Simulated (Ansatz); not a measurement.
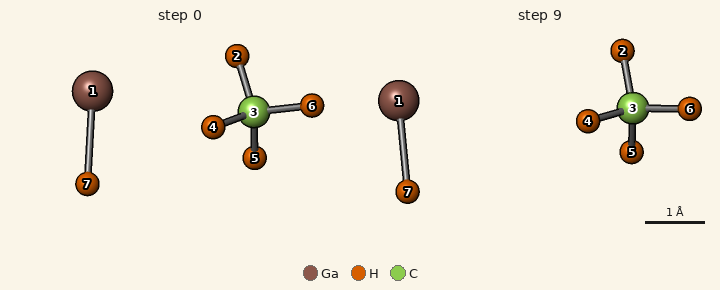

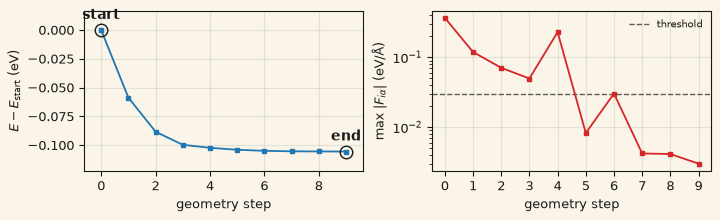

First and last geometry of a relaxation of CH5Ga, with the history of the run. A ball-and-stick model, seen at a tilt.

The run prepares an end point of a later path (reaction) calculation, from a guessed geometry.

All numbers below come from RHF/def2-TZVP (Ansatz).

The input:
```yaml
crystal:
  periodic: [false, false, false]
  atoms:
    - { symbol: Ga, position_ang: [-1.021106, 0.045325, 0.40152] }
    - { symbol: H, position_ang: [1.563745, 0.194931, 1.392399] }
    - { symbol: C, position_ang: [2.166048, 0.044043, 0.489804] }
    - { symbol: H, position_ang: [1.990359, -0.943614, 0.083386] }
    - { symbol: H, position_ang: [1.920208, 0.788325, -0.256739] }
    - { symbol: H, position_ang: [3.210361, 0.141105, 0.757925] }
    - { symbol: H, position_ang: [-0.619514, -0.270215, -1.191094] }
basis:
  gaussian: { orbitals: def2-TZVP }
hamiltonian:
  xc: hf
relax:
  f_tol: 0.03
  max_steps: 50
```

Run as
```bash
ansatz run input.yaml --threads 2 --pin off --max-ram 3072MiB --backend cpu --events-out ev --progress --plain --runs-dir out
```

Read the history and describe the run.

It converged. Ga1 moves most after the best rigid fit: 1.01 Å. By element the largest moves are Ga 1.01 Å, H 0.76 Å, C 0.36 Å. Among the contacts that change: H2–C3 1.096 → 1.083 Å. After 9 geometry steps the energy has fallen by 0.105 eV. The largest force component goes from 0.37 to 0.003 eV/Å.

Limits of the set-up: the start holds two separate molecules, 2.8 Å apart at their closest, whose relative position is a soft coordinate and is computed without a dispersion correction; Hartree-Fock leaves out electron correlation.
